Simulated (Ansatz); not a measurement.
# BCl2H: what the fields show

```json
{"atom": "B", "x (Å)": "0.0287", "y (Å)": "0.0000", "z (Å)": "0.0166"}
{"atom": "Cl", "x (Å)": "0.0241", "y (Å)": "0.0000", "z (Å)": "1.7587"}
{"atom": "Cl", "x (Å)": "1.5351", "y (Å)": "0.0000", "z (Å)": "-0.8585"}
{"atom": "H", "x (Å)": "-1.0076", "y (Å)": "0.0000", "z (Å)": "-0.5817"}
```

These are results of Ansatz 0.2.0, RKS PBE0-D4/def2-SVPD, not measurements.

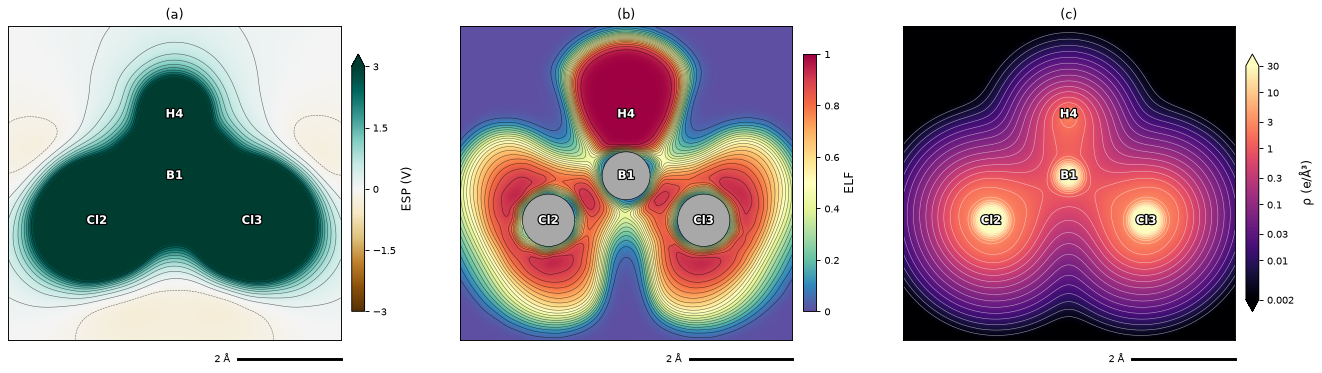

Figure 1. (a) molecular electrostatic potential; (b) electron localisation function; (c) total electron density on the molecular plane. Grey discs cover the atomic cores in the ELF map.

Q: What does the map show?

A:
- Atoms in the plane: B, Cl and H.
- B–Cl (1.74 Å): ρ at the midpoint is about 1.4 e/Å³; the ELF peaks at about 0.90 between the atoms; a polar covalent bond.
- B–H (1.20 Å): ρ at the midpoint is about 1.3 e/Å³; the ELF climbs to about 1 towards the hydrogen, as it does in any bond to H (a covalent bond by its length).
- The ELF also peaks beside Cl3 and Cl2, away from the bonds: lone-pair regions.
- Outside the dense part of the molecule the potential is most negative (−0.4 V) near Cl2 and Cl3.

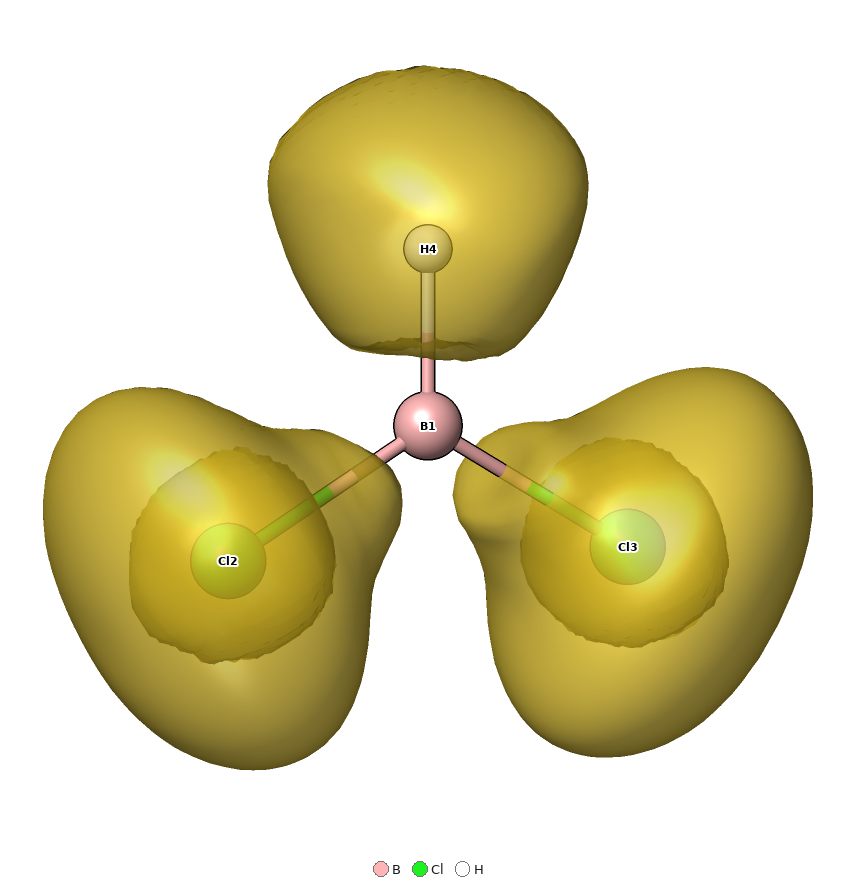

Figure 2. Isosurface of the electron localisation function at 0.75 (yellow), seen at an oblique angle. Core shells and regions of very low density are left out.

Q: Identify the bonds, lone pairs and shells in this picture.

A: At this value the surface marks out one region around a hydrogen nucleus and two regions on Cl in which the atom's valence shell and bonds are merged.

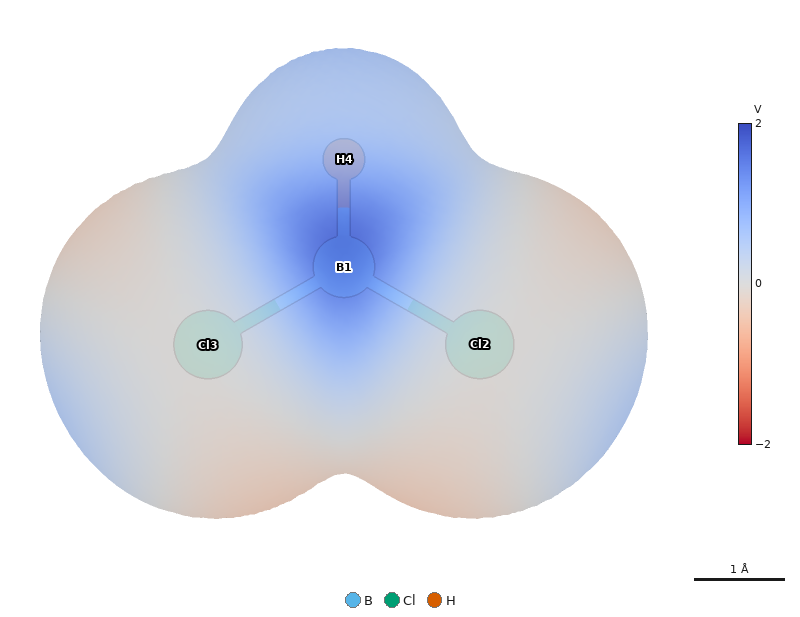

Figure 3. The molecular electrostatic potential painted on the density surface at 0.002 e/bohr³, seen at a tilt; the colour scale runs from red (negative) to blue (positive).

Q: Which sites attract a positive test charge, and which a negative one?

A: A positive charge is drawn to the negative regions and a negative charge to the positive ones. The most negative region (about −0.3 V) lies over Cl2 and Cl3, the most positive (about +1.6 V) over B1. Cl2 shows a σ-hole: about +0.5 V at the tip opposite its bond, against about −0.1 V on its flanks. Cl3 shows a σ-hole: about +0.5 V at the tip opposite its bond, against about −0.1 V on its flanks.
